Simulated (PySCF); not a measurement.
## Run report: C3H11NSi2, excited-state calculation

- system: C3H11NSi2, SMILES CNC1[SiH2]C[SiH2]1
- method: TDDFT PBE0/def2-SVPD, vertical, gas phase, core orbitals frozen in the response (PySCF 2.14.0)

The geometry comes from this level: GFN2-xTB.

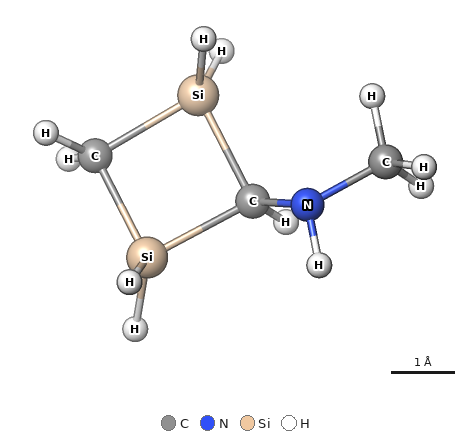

The structure (ball-and-stick view, seen at a tilt).

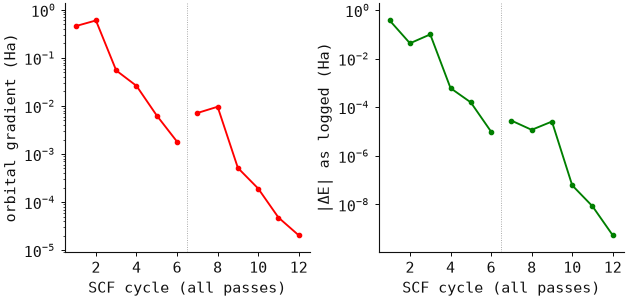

Convergence of the self-consistent field: orbital gradient and size of the energy change against the SCF cycle. The dotted line marks the change from a coarse to the final integration grid. The first 6 cycles use a coarse grid, the final grid takes over at cycle 7, and the field converges after 12 cycles in all.

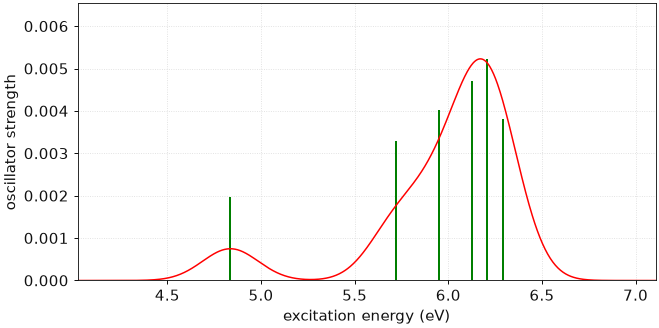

Computed excitations as sticks (degenerate states added up, dark ones marked on the axis), with a Gaussian envelope of 0.35 eV full width at half maximum, scaled to the tallest. Of the 6 states the lowest lies at 4.84 eV (f = 0.002); the strongest line is at 6.21 eV, or 200 nm (f = 0.005).

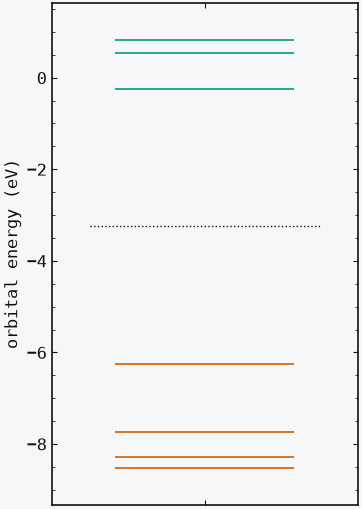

Orbital energies near the frontier; the dotted line parts filled from empty levels, and levels within 0.02 eV of each other stand side by side. Highest filled −6.26 eV, lowest empty −0.24 eV, 6.02 eV apart.

The input that produced these results follows, with the program's output.

Input
```
{"job": {"kind": "uv", "xc": "PBE0", "basis": "def2-SVPD", "nstates": 6, "ntriplets": 2}, "charge": 0, "multiplicity": 1}
C      2.499755     0.033782     0.248177
N      1.372855    -0.504213    -0.480514
C      0.183237     0.329610    -0.371168
Si    -1.370666    -0.303222    -1.321141
C     -2.337482    -0.138627     0.323865
Si    -0.738195     0.219056     1.323513
H      2.236791     0.076319     1.306295
H      3.358758    -0.624997     0.123378
H      2.783941     1.050109    -0.071956
H      1.627485    -0.611270    -1.459278
H      0.419229     1.377537    -0.635998
H     -1.221056    -1.673365    -1.808051
H     -1.821303     0.564404    -2.416008
H     -2.891992    -1.020163     0.631832
H     -3.044635     0.686935     0.326941
H     -0.754367     1.454311     2.115931
H     -0.309355    -0.904176     2.154272
```

The first line tells a small driver script what to run in PySCF; the rest is the geometry in Å.

Launched with:
```bash
OMP_NUM_THREADS=1 python <driver script> task.json out
```

What the program printed
```
coarse grid: 14392 points
cycle   1  E = -753.7481006299  dE =  3.699e-01  |g| = 4.567e-01  |ddm| = 5.176e+00
cycle   2  E = -753.7056105808  dE =  4.249e-02  |g| = 5.993e-01  |ddm| = 1.801e+00
cycle   3  E = -753.8042780434  dE = -9.867e-02  |g| = 5.462e-02  |ddm| = 9.809e-01
cycle   4  E = -753.8048851153  dE = -6.071e-04  |g| = 2.611e-02  |ddm| = 1.092e-01
cycle   5  E = -753.8050417673  dE = -1.567e-04  |g| = 6.302e-03  |ddm| = 4.453e-02
cycle   6  E = -753.8050515582  dE = -9.791e-06  |g| = 1.804e-03  |ddm| = 1.656e-02
final grid: 127560 points
cycle   7  E = -753.8977417590  dE = -2.800e-05  |g| = 7.118e-03  |ddm| = 8.660e-02
cycle   8  E = -753.8977301155  dE =  1.164e-05  |g| = 9.615e-03  |ddm| = 2.238e-02
cycle   9  E = -753.8977556570  dE = -2.554e-05  |g| = 5.128e-04  |ddm| = 1.253e-02
cycle  10  E = -753.8977557174  dE = -6.040e-08  |g| = 1.912e-04  |ddm| = 9.723e-04
cycle  11  E = -753.8977557258  dE = -8.308e-09  |g| = 4.764e-05  |ddm| = 3.139e-04
cycle  12  E = -753.8977557263  dE = -5.296e-10  |g| = 2.034e-05  |ddm| = 1.412e-04
converged SCF energy = -753.8977557263

Static polarisability (au): isotropic 97.477, principal 82.158 100.825 109.449

Singlet excitations
state   eV       nm        f      main configurations
  1   4.8367    256.3   0.00197   H->L 0.97
  2   5.7219    216.7   0.00330   H->L+1 0.75, H->L+2 0.22
  3   5.9511    208.3   0.00403   H->L+2 0.76, H->L+1 0.22
  4   6.1289    202.3   0.00471   H-1->L 0.92
  5   6.2053    199.8   0.00523   H->L+3 0.64, H->L+4 0.15, H->L+5 0.14
  6   6.2912    197.1   0.00381   H->L+4 0.71, H->L+3 0.23

Triplet excitations (Tamm-Dancoff, eV): 4.6609 5.4588
```

Key numbers

- outcome: converged
- total energy: −753.897756 hartree
- HOMO: −6.26 eV
- LUMO: −0.24 eV
- dipole moment: 0.88 D
- mean polarisability: 97.48 a.u.
- lowest singlet excitation: 4.84 eV
- hardware: 1 CPU thread, shared host
- wall time: 32 s
- peak memory: 0.83 GiB
